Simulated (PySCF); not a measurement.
# C$_{3}$H$_{9}$Al, SMILES `C[Al](C)C`: electronic structure

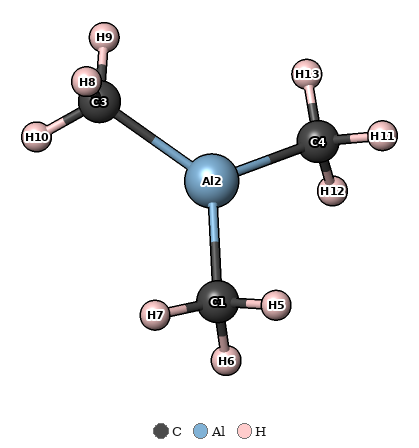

The molecule, with its atoms numbered as below. No frequency check shows the geometry to be a minimum.

Cartesian coordinates (Å):

```
C1       0.0717   -1.9858   -0.0004
Al2     -0.0007    0.0079    0.0011
C3      -1.7715    0.9282   -0.0001
C4       1.6996    1.0522   -0.0008
H5       0.5972   -2.3867    0.8733
H6       0.5968   -2.3867   -0.8736
H7      -0.9263   -2.4371   -0.0028
H8      -2.3760    0.6627    0.8744
H9      -1.6811    2.0195   -0.0046
H10     -2.3764    0.6627   -0.8732
H11      2.3222    0.8303    0.8732
H12      2.3217    0.8304   -0.8741
H13      1.5323    2.1345    0.0008
```

## 1. Bonding charge

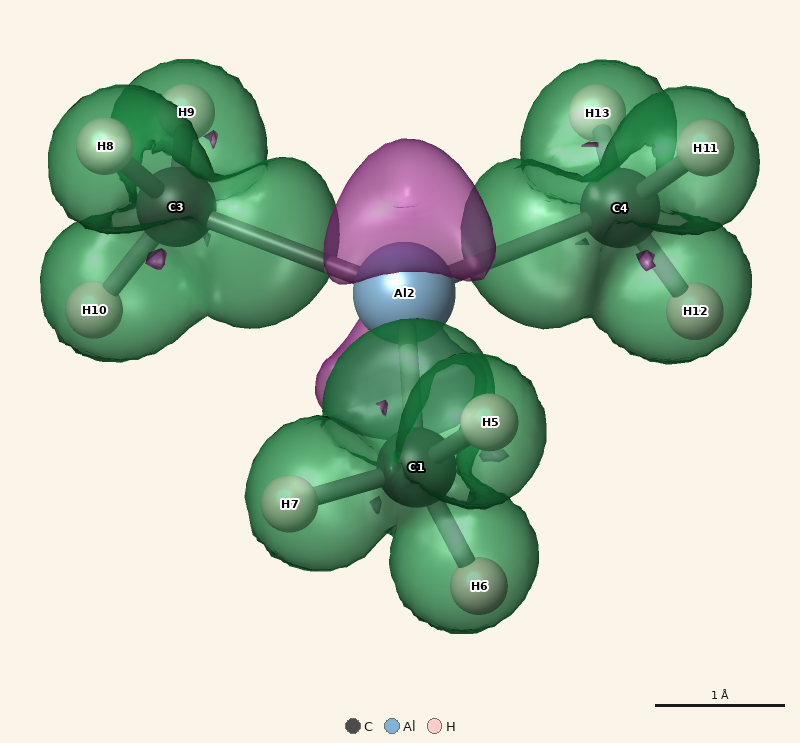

Deformation density (molecule less spherical, spin-averaged free atoms at the same positions), surfaces at ±0.07 e/Å³; green: gain, purple: loss.

Level of theory: PBE0/def2-TZVP (PySCF), at a geometry from GFN2-xTB.

> Describe the bonding that the map shows.

The five largest and four smallest: C3–H9: +0.65 e/Å³ at the bond critical point (bond length 1.09 Å, Mayer order 0.9). C4–H13: +0.65 e/Å³ at the bond critical point (bond length 1.09 Å, Mayer order 0.9). C1–H7: +0.65 e/Å³ at the bond critical point (bond length 1.09 Å, Mayer order 0.9). C4–H12: +0.64 e/Å³ at the bond critical point (bond length 1.09 Å, Mayer order 0.9). C3–H10: +0.64 e/Å³ at the bond critical point (bond length 1.09 Å, Mayer order 0.9). C3–H8: +0.64 e/Å³ at the bond critical point (bond length 1.10 Å, Mayer order 0.9). C1–Al2: +0.15 e/Å³ at the bond critical point (bond length 2.00 Å, Mayer order 1.0). Al2–C4: +0.15 e/Å³ at the bond critical point (bond length 2.00 Å, Mayer order 1.0). Al2–C3: +0.15 e/Å³ at the bond critical point (bond length 2.00 Å, Mayer order 1.0). In all, 2.9 electrons gather in the regions of gain relative to the promolecule. A small or negative value marks a very polar bond, one between electron-rich atoms, whose free-atom densities already overlap strongly, a long bond to a heavier atom, or a closed-shell contact such as a hydrogen bond.

> Where do the Hirshfeld charges lie?

The highest Hirshfeld charge is on Al2 (+0.58 e), the lowest on C1 (−0.28 e).

## 2. Bond critical points

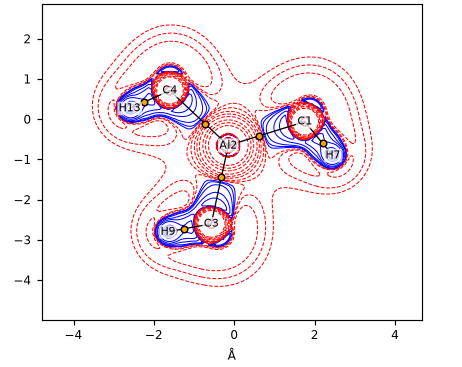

Negative Laplacian of the density (−∇²ρ) in the plane of C1, Al2, C3, C4, H7, H9 and H13 (solid blue lines positive, dashed red lines negative, contours at ±0.02 to ±8 a.u.), with bond paths and bond critical points (dots).

> Sort the bonds in the plane by the sign of ∇²ρ at their critical points.

Concentrated (∇²ρ < 0): C3–H9 (−0.87 a.u.); C4–H13 (−0.87 a.u.); C1–H7 (−0.87 a.u.). Depleted (∇²ρ > 0): C1–Al2 (+0.23 a.u., H = −0.024); Al2–C4 (+0.23 a.u., H = −0.024); Al2–C3 (+0.23 a.u., H = −0.024).

> Where along C3–H9 does the critical point lie?

0.70 Å from C3 and 0.40 Å from H9.

## 3. Local ionisation energy

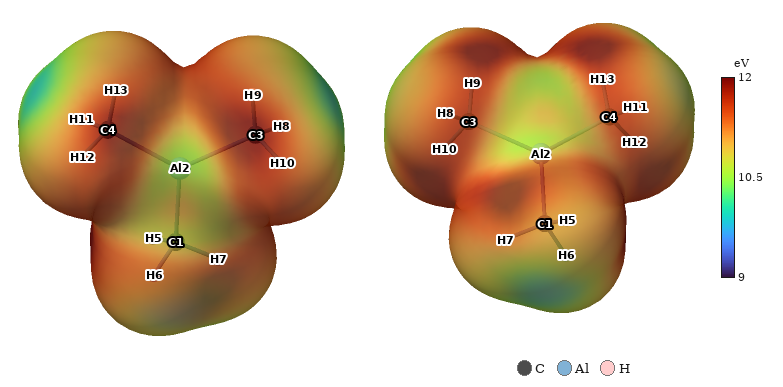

Average local ionisation energy on the surface of electron density 0.001 a.u. (back view left, front view right).

> Locate the minima of the map.

The lowest value is 9.9 eV, near H7 (1.85 Å), H6 (1.91 Å), H5 (1.97 Å) and C1 (2.04 Å). Further minima include 10.5 eV, 2.0 Å from Al2, and at like points elsewhere. For comparison, the highest occupied orbital lies at −7.5 eV.

## 4. In an electric field

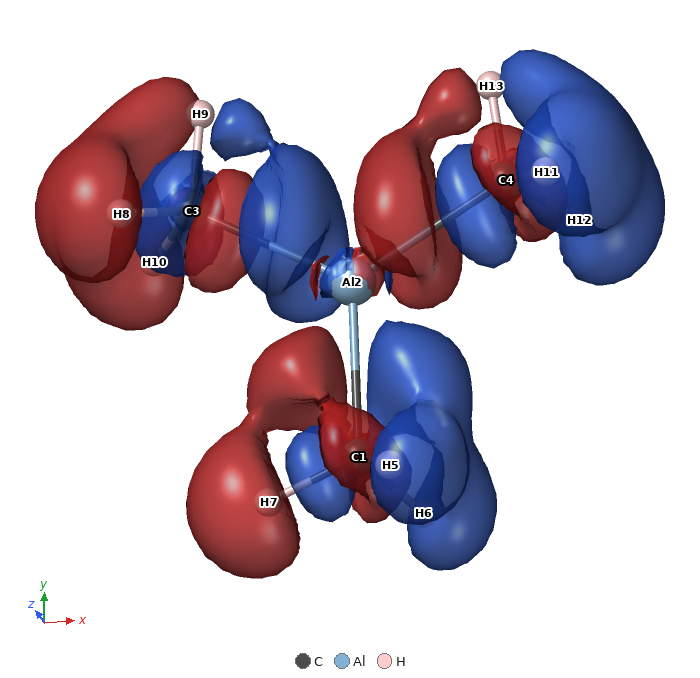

Change of the electron density in a uniform field of 0.21 V/Å, surfaces at ±0.0015 e/Å³ (blue: gain, red: loss).

PySCF calculation, PBE0/def2-TZVP, gas phase; geometry: GFN2-xTB. A basis without diffuse functions makes polarisabilities too small.

The field was applied in both directions; the picture shows the one opposite to the script's first.

> Along which Cartesian direction does the field point?

Along −x: electrons gather on the +x side, against the field.

> How large is the response?

The induced dipole is 0.72 D (along the field); α along this axis, from the fields in both directions, is 70 bohr³ (10.4 Å³).

The PySCF runs shown took 13 s and 31 s on 1 thread of Intel(R) Xeon(R) 6975P-C (Granite Rapids), with other jobs on the host.
